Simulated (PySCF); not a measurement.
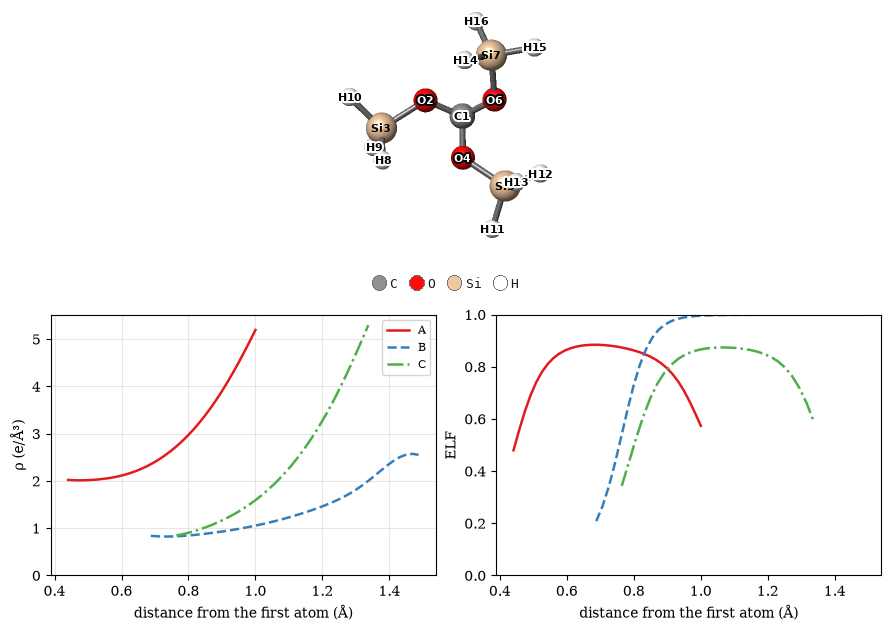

Figure 1: CH$_{9}$O$_{3}$Si$_{3}$ (SMILES [SiH3]O[C](O[SiH3])O[SiH3]) (doublet). Total electron density and ELF along straight lines between neighbouring atoms. The curves leave out the atomic cores. The structure is drawn too.

Geometry: PBE0-D3(BJ)/def2-SVP.

Method: UKS B3LYP, IGLO-III on C O Si, pcH-1 on H, non-relativistic, mean-field spin-orbit, GIAO in PySCF 2.14.0, density-fitted response routines.

```xyz
16

C    -0.1491    0.2414   -0.6962
O     0.5954    1.2201   -0.1252
Si   -0.0477    2.3987    0.9135
O    -1.3597    0.0793   -0.1075
Si   -2.1351   -1.4247    0.0300
O     0.5287   -0.9234   -0.8497
Si    2.2197   -1.0393   -0.7572
H    -0.4980    1.8041    2.2031
H    -1.1689    3.1185    0.2498
H     1.0987    3.3155    1.1500
H    -3.4669   -1.0782    0.5930
H    -2.2789   -2.0579   -1.3095
H    -1.4093   -2.3316    0.9628
H     2.7120   -0.7759    0.6240
H     2.4916   -2.4521   -1.1325
H     2.8565   -0.1059   -1.7263
```

> Which curve belongs to which contact (C–O, Si–H and Si–O)? The first atom named is at distance zero.

Curve A: C–O (1.36 Å): ρ is about 2.3 e/Å³ halfway, with its minimum of 2 e/Å³ about 0.5 Å from C; the ELF peaks at about 0.90 between the atoms, as expected for a shared but strongly polarised pair. Curve B: Si–H (1.49 Å): ρ is about 0.82 e/Å³ halfway; the ELF climbs to about 1 towards the hydrogen, as it does in any bond to H. Curve C: Si–O (1.70 Å): the density is about 1 e/Å³ at the midpoint; the ELF peaks at about 0.85 between the atoms (a polar covalent bond).
